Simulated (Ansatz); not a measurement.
**CH4···CH2O: density, localisation and related maps**

The calculation's input:

```
crystal:
  periodic: [false, false, false]
  atoms:
    - {symbol: C, position_ang: [0.046815, 0.134636, -1.535180]}
    - {symbol: H, position_ang: [0.142446, 0.349139, -2.599146]}
    - {symbol: H, position_ang: [0.363698, -0.890962, -1.345617]}
    - {symbol: H, position_ang: [-0.994628, 0.258774, -1.237353]}
    - {symbol: H, position_ang: [0.675770, 0.821292, -0.969273]}
    - {symbol: C, position_ang: [-0.062170, -0.170423, 1.919875]}
    - {symbol: O, position_ang: [0.899383, 0.403502, 2.338369]}
    - {symbol: H, position_ang: [-1.036561, 0.339227, 1.779117]}
    - {symbol: H, position_ang: [-0.034854, -1.245084, 1.649108]}
basis:
  gaussian: {orbitals: "def2-TZVPPD.json"}
hamiltonian: {xc: pbe0, dispersion: d4}
output: {orbitals: {seedname: orbitals}}
```

Command:

```sh
ansatz run in.yaml --threads 2 --pin off --events-out ev --progress --plain --max-ram 5222MiB
```

Geometry: PBE0-D4/def2-TZVP.

All numbers below come from RKS PBE0-D4/def2-TZVPPD in Ansatz.

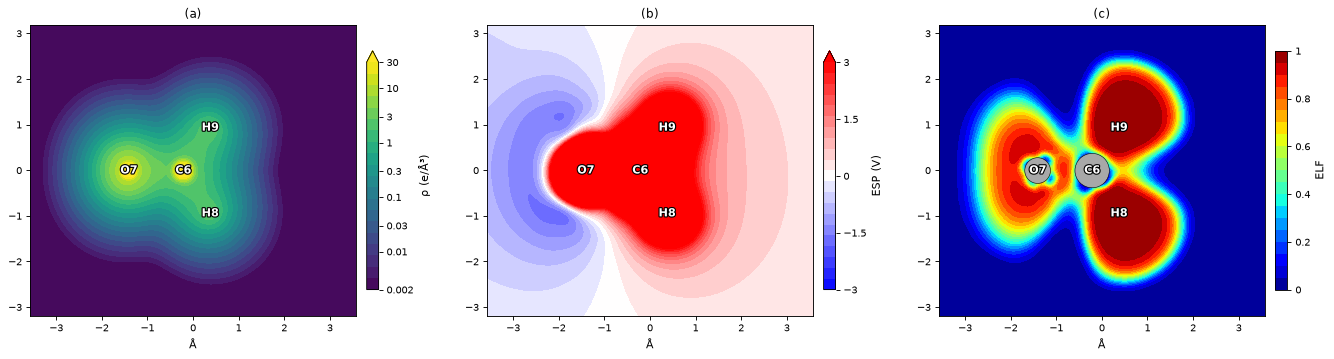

Figure 1. (a) total electron density; (b) molecular electrostatic potential; (c) ELF on the plane of atoms O7, C6 and H8. Grey discs cover the atomic cores in the ELF map.

What does the map show?

Atoms in the plane: C, O and H.
C–O (1.20 Å): ρ is about 3.5 e/Å³ halfway; the ELF peaks at about 0.85 between the atoms (a short, multiple covalent bond).
C–H (1.11 Å): the density is about 2 e/Å³ at the midpoint; the ELF climbs to about 1 towards the hydrogen, as it does in any bond to H (a covalent bond by its length).
The ELF also peaks beside O7, away from the bonds: lone-pair regions.
Outside the dense part of the complex the potential is most negative (−1.8 V) near O7.

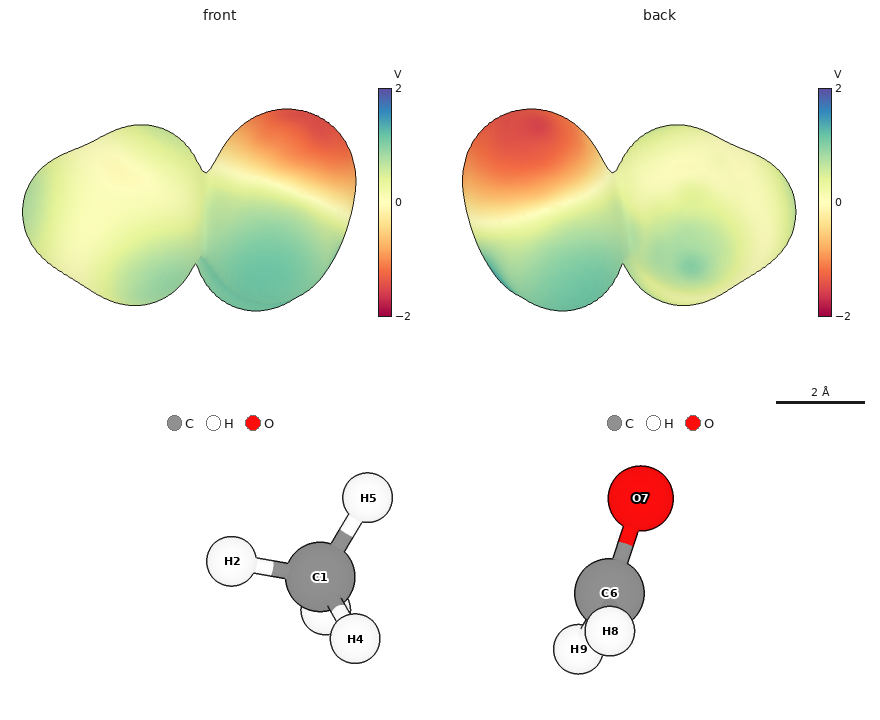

Figure 2. The molecular electrostatic potential painted on the density surface at 0.002 e/bohr³, seen from the front and from behind; red is negative and blue positive. The bare structure is drawn below in the same view.

Describe the electrostatic potential map.

The most negative region (about −1.5 V) lies over O7, the most positive (about +1.3 V) over the π face of C6. O7 is the likeliest acceptor of a hydrogen bond.

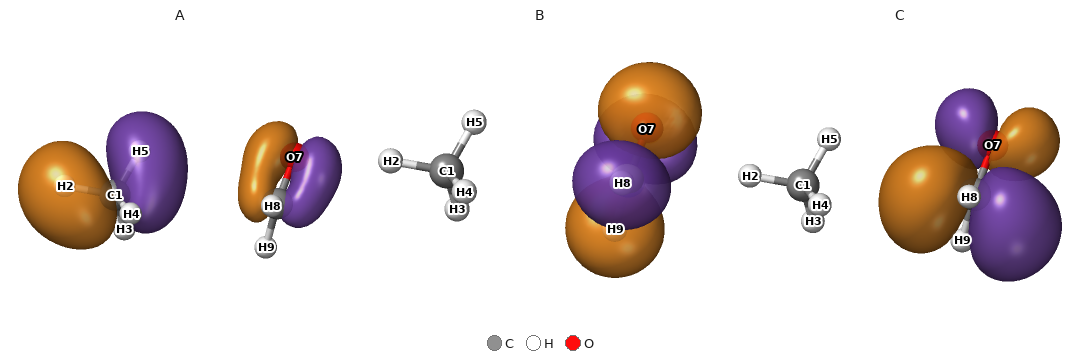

Figure 3. Three frontier orbitals at ±0.1 Å⁻³ᐟ² (orange and purple are the two phases), in no order.

Order the three orbitals by energy and name them.

A is the HOMO−1 (−11.09 eV). It lies mainly on C1 (about 45 %), H2 (about 20 %), H5 (about 15 %) and O7 (about 10 %). B is the HOMO (−7.81 eV). It lies mainly on O7 (about 60 %), C6 (about 15 %), H8 (about 10 %) and H9 (about 10 %). C is the LUMO (−1.30 eV). By Hirshfeld shares it lies mainly on C6 (about 50 %), O7 (about 30 %), H8 (about 5 %) and H9 (about 5 %); π-antibonding (π*) across C6–O7.

What is the HOMO–LUMO gap?

6.51 eV between the orbital energies.
